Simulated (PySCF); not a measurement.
H4P4

Input

```
{"job": {"kind": "nmr", "xc": "PBE0", "basis": "pcSseg-1"}, "charge": 0, "multiplicity": 1}
P      1.263893     0.428938     0.445460
P     -0.155393    -1.077139     1.198304
P     -1.448177    -0.609607    -0.563825
P      0.468333    -0.030332    -1.555702
H      2.349805    -0.445519     0.357626
H     -0.801723    -0.226497     2.096895
H     -1.760161     0.690614    -0.140286
H      0.092481     1.278954    -1.863036
```

Command:

```sh
OMP_NUM_THREADS=1 python probes_run.py task.json out
```

Geometry: GFN2-xTB.

Computed with PBE0/pcSseg-1, SCF density, gas phase, non-relativistic in PySCF 2.14.0.

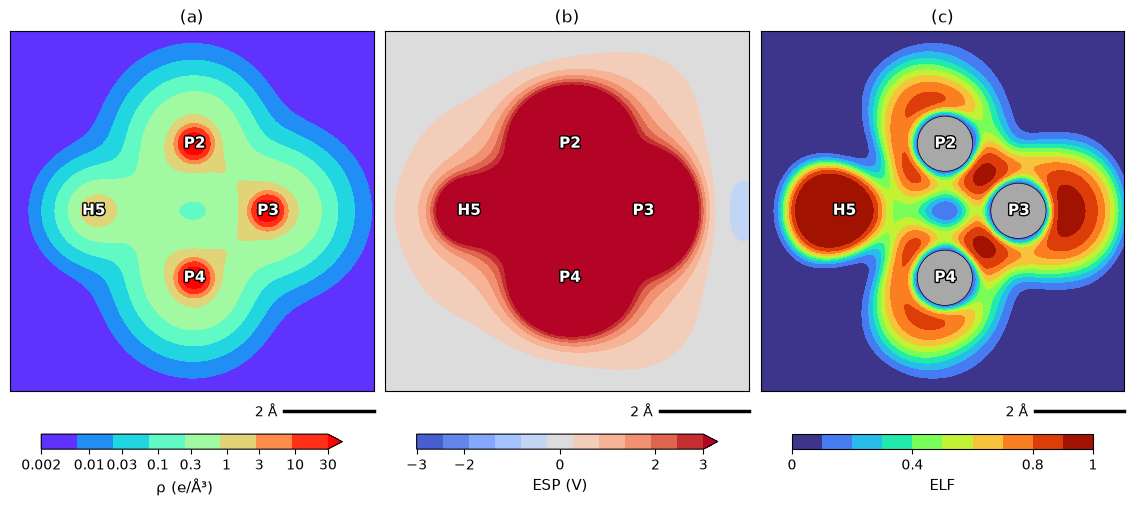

Figure 1. (a) electron density; (b) electrostatic potential; (c) ELF on the plane of atoms P2, P3 and P4. Grey discs cover the atomic cores in the ELF map.

Question: What do the fields say about this system?

Answer:
- Atoms in the plane: P and H.
- The ELF also peaks beside P4, P3 and P2, away from the bonds: lone-pair regions.
- Outside the dense part of the molecule the potential is most negative (−0.4 V) near P3.

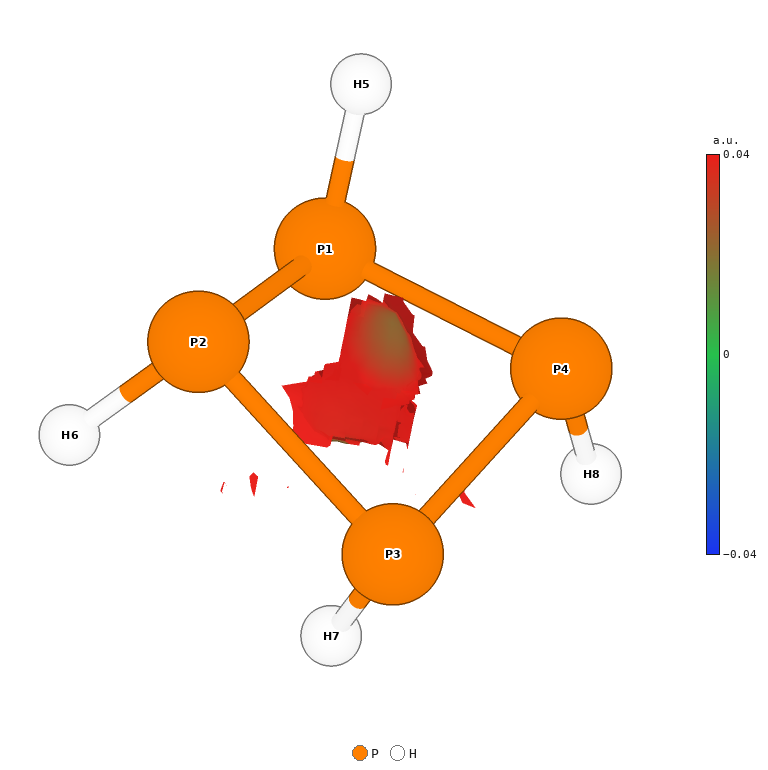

Figure 2. Non-covalent interaction (NCI) plot: the surface where the reduced density gradient is 0.5, for densities under 0.05 a.u., coloured by sign(λ₂)ρ; seen at a tilt.

Question: What holds or crowds the atoms apart from the covalent bonds?

Answer: Inside the ring or cage of P1, P2, P3 and P4: steric crowding (red).
